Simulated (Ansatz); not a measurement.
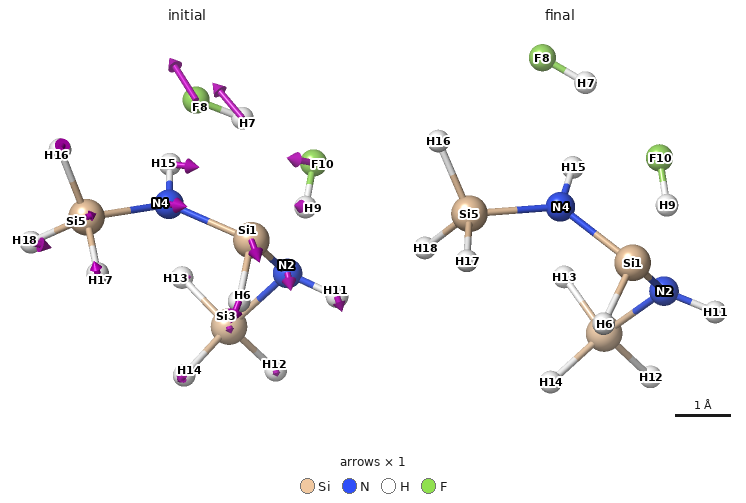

The structure of Si₃N₂H₁₁F₂ (multiplicity 2) before (left) and after (right) a saddle-point search, at one scale. The purple arrows give the displacements, at their true length.

The picture is a ball-and-stick view, seen from a free direction.

Theory: UKS PBE0-D4/def2-SVP in Ansatz 0.2.0.

Input
```yaml
crystal:
  periodic: [false, false, false]
  atoms:
    - {symbol: Si, position_ang: [0.329016, -0.828228, 1.269861]}
    - {symbol: N, position_ang: [1.637151, 0.077060, 0.467282]}
    - {symbol: Si, position_ang: [1.659910, 0.045819, -1.307228]}
    - {symbol: N, position_ang: [-1.105708, -0.381796, 0.460424]}
    - {symbol: Si, position_ang: [-2.368290, -1.404773, -0.146654]}
    - {symbol: H, position_ang: [0.522945, -2.297998, 1.078696]}
    - {symbol: H, position_ang: [-0.274751, 2.683801, 0.753072]}
    - {symbol: F, position_ang: [-1.193546, 2.552784, 0.548261]}
    - {symbol: H, position_ang: [1.440029, 1.551123, 0.832960]}
    - {symbol: F, position_ang: [1.248960, 2.511894, 1.037458]}
    - {symbol: H, position_ang: [2.547318, -0.122836, 0.871910]}
    - {symbol: H, position_ang: [3.043577, 0.381674, -1.726344]}
    - {symbol: H, position_ang: [0.702451, 1.053721, -1.809860]}
    - {symbol: H, position_ang: [1.294616, -1.301499, -1.813247]}
    - {symbol: H, position_ang: [-1.310806, 0.618251, 0.459499]}
    - {symbol: H, position_ang: [-3.643191, -1.198227, 0.588169]}
    - {symbol: H, position_ang: [-1.916442, -2.808155, 0.023459]}
    - {symbol: H, position_ang: [-2.613041, -1.132413, -1.587718]}
basis:
  gaussian: {orbitals: def2-SVP}
magnetization: {spin_polarized: true, initial_magnetization: 1}
hamiltonian: {xc: pbe0, dispersion: d4}
saddle:
  max_steps: 30
  mode_guess:
    - [-0.1518, 0.2508, 0.0519]
    - [0.0303, 0.1178, 0.0194]
    - [-0.0062, 0.0566, -0.0432]
    - [-0.0299, 0.0312, -0.0785]
    - [-0.0063, -0.0190, -0.0128]
    - [-0.0028, 0.2413, 0.0098]
    - [0.3544, -0.1068, 0.0085]
    - [0.2182, -0.3965, 0.0827]
    - [-0.0219, -0.4864, 0.0374]
    - [-0.2760, 0.3349, -0.0128]
    - [-0.0422, 0.0026, 0.0112]
    - [0.0112, 0.0218, -0.0166]
    - [-0.0308, 0.0110, -0.0407]
    - [0.0296, -0.0053, 0.1112]
    - [-0.0668, 0.0123, -0.1191]
    - [0.0199, -0.0537, 0.0351]
    - [0.0302, 0.0038, -0.0399]
    - [-0.0590, -0.0163, -0.0037]
```

Launched with:
```bash
ansatz run in.yaml --threads 4 --pin off --events-out ev --progress --plain --max-ram 66560MiB --backend cuda --devices 0, --max-vram 37GiB
```

Question: Summarise the run.

Answer: The run was cut off at its time limit before the relaxation converged, so the last structure is only a point on the way. The input was poor on purpose: start at a minimum. Over 22 geometry steps the energy rises by 10.8 kcal/mol. The largest force component goes from 0.46 to 0.57 eV/Å. F8 moves most after the best rigid fit: 1.14 Å. By element the largest moves are F 1.14 Å, H 0.94 Å, Si 0.50 Å, N 0.42 Å. Among the contacts that change: N2–H9 1.531 → 1.783 Å, H9–F10 1.001 → 0.960 Å, H7–F8 0.950 → 0.918 Å, Si1–N4 1.707 → 1.730 Å. Bond angles that change, for instance: Si1–N2–Si3 116.8° → 120.6°, N2–Si1–H6 110.3° → 113.8°, Si1–N2–H11 112.2° → 115.1°.
